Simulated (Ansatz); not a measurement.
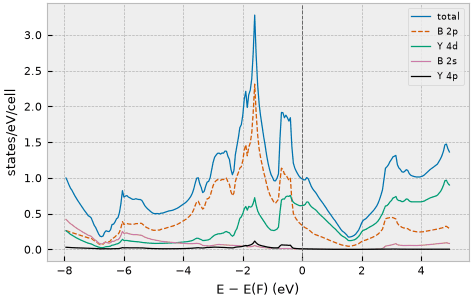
*Total and projected density of states of YB₂ in space group P6/mmm (No. 191; Y on 1a, B on 2d), the program Ansatz at the PBEsol level (PAW)*

### Question
Which orbitals carry the states next to the Fermi level?

### Answer
Within 0.5 eV of the Fermi level: Y 4d 57 %, B 2p 39 %. Projections are on Löwdin-orthogonalised atomic valence shells; empty p or d shells of many metals are not among them.

### Question
Where is the tallest occupied peak in this window, and what makes it?

### Answer
Near -1.6 eV, about 3.3 states/eV per cell; the largest projected share is B 2p.

The workflow started from an entry of the Crystallography Open Database (COD). Whether it is the stable phase at ambient conditions was not checked. The PBEsol relaxation kept the symmetry of its start; its stability against distortions is not shown here. No spin polarisation was allowed. Scalar-relativistic: spin–orbit coupling is off unless named, which matters more the heavier the elements.

Potentials: the later of the program's two PAW sets.
